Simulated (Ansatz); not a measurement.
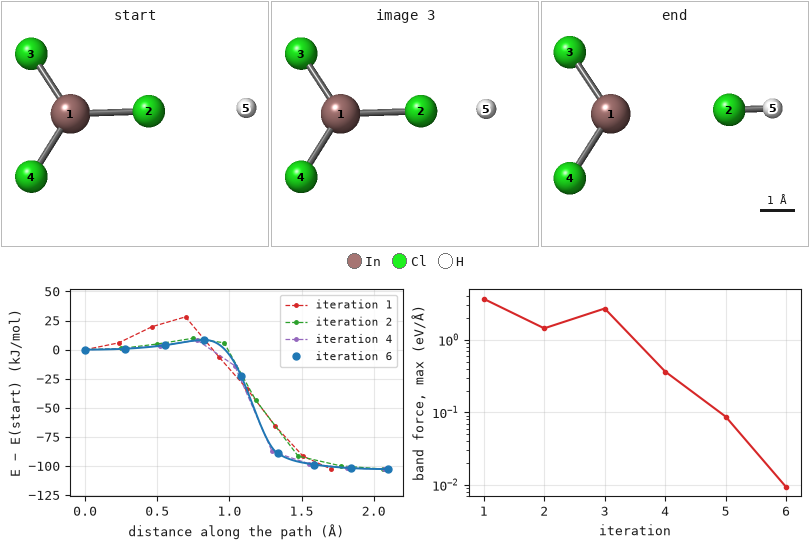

A search for the minimum-energy path of InHCl₃ (multiplicity 2), made up at the start of InCl3 and H by the nudged elastic band. Images are numbered from 0 (start) to 8 (end). The plot follows the band through its iterations. A ball-and-stick model, seen at a tilt.

Computed with UKS B3LYP-D4/def2-SVP in Ansatz.

Input file:
```yaml
crystal:
  periodic: [false, false, false]
  atoms:
    - { symbol: In, position_ang: [0.0, 0.0, -0.129616] }
    - { symbol: Cl, position_ang: [0.0, 0.0, 2.209536] }
    - { symbol: Cl, position_ang: [2.024683, 0.0, -1.297259] }
    - { symbol: Cl, position_ang: [-2.024683, 0.0, -1.297259] }
    - { symbol: H, position_ang: [0.0, 0.0, 5.124597] }
magnetization:
  spin_polarized: true
  initial_magnetization: 1
basis:
  gaussian: { orbitals: def2-SVP }
hamiltonian:
  xc: b3lyp
  dispersion: d4
neb:
  order_check: false
  images: 7
  f_tol: 0.05
  max_iterations: 60
  final_atoms:
    - { symbol: In, position_ang: [0.0, 0.0, -0.2638676] }
    - { symbol: Cl, position_ang: [0.0, 0.0, 3.2769844] }
    - { symbol: Cl, position_ang: [2.07814, 0.0, -1.4864676] }
    - { symbol: Cl, position_ang: [-2.07814, 0.0, -1.4864676] }
    - { symbol: H, position_ang: [0.0, 0.0, 4.5698174] }
  initial_path:
    images:
      - { positions_ang: [[0.0, 0.0, -0.129616], [0.0, 0.0, 2.209536], [2.024683, 0.0, -1.297259], [-2.024683, 0.0, -1.297259], [0.0, 0.0, 5.124597]] }
      - { positions_ang: [[0.0, 0.0, -0.09721205], [0.0, 0.0, 2.32965195], [2.04676225, 0.0, -1.2779443], [-2.04676225, 0.0, -1.2779443], [0.0, 0.0, 4.9334477]] }
      - { positions_ang: [[0.0, 0.0, -0.0648081], [0.0, 0.0, 2.4497679], [2.0688415, 0.0, -1.2586296], [-2.0688415, 0.0, -1.2586296], [0.0, 0.0, 4.7422984]] }
      - { positions_ang: [[0.0, 0.0, -0.03240415], [0.0, 0.0, 2.56988385], [2.09092075, 0.0, -1.2393149], [-2.09092075, 0.0, -1.2393149], [0.0, 0.0, 4.5511491]] }
      - { positions_ang: [[0.0, 0.0, -2.0e-07], [0.0, 0.0, 2.6899998], [2.113, 0.0, -1.2200002], [-2.113, 0.0, -1.2200002], [0.0, 0.0, 4.3599998]] }
      - { positions_ang: [[0.0, 0.0, -0.06596705], [0.0, 0.0, 2.83674595], [2.104285, 0.0, -1.28661705], [-2.104285, 0.0, -1.28661705], [0.0, 0.0, 4.4124542]] }
      - { positions_ang: [[0.0, 0.0, -0.1319339], [0.0, 0.0, 2.9834921], [2.09557, 0.0, -1.3532339], [-2.09557, 0.0, -1.3532339], [0.0, 0.0, 4.4649086]] }
      - { positions_ang: [[0.0, 0.0, -0.19790075], [0.0, 0.0, 3.13023825], [2.086855, 0.0, -1.41985075], [-2.086855, 0.0, -1.41985075], [0.0, 0.0, 4.517363]] }
      - { positions_ang: [[0.0, 0.0, -0.2638676], [0.0, 0.0, 3.2769844], [2.07814, 0.0, -1.4864676], [-2.07814, 0.0, -1.4864676], [0.0, 0.0, 4.5698174]] }
```

Run as
```bash
ansatz run input.yaml --threads 2 --pin off --max-ram 3072MiB --backend cpu --events-out ev --progress --plain --runs-dir out
```

> How did the profile develop, and is the result final?

The result is final at these settings. The band converged in 6 iterations. The largest component of the band force went from 3.7 to 0.0094 eV/Å. The climbing image converged on the top of the path. Its vibrational analysis gives one imaginary mode (630i cm⁻¹), as a transition state must have. The first iteration put the highest image at 28.2 kJ/mol. Forward barrier 8.3 kJ/mol, backward barrier 110.9 kJ/mol, with image 3 at the top; the reaction energy is −102.6 kJ/mol.

Limits of the set-up: the start holds two separate molecules, 2.9 Å apart at their closest, whose relative position is a soft coordinate.

Cost: 2.7 min on 2 threads of Arm Neoverse V1, with other jobs on the host, peak memory 0.29 GiB.
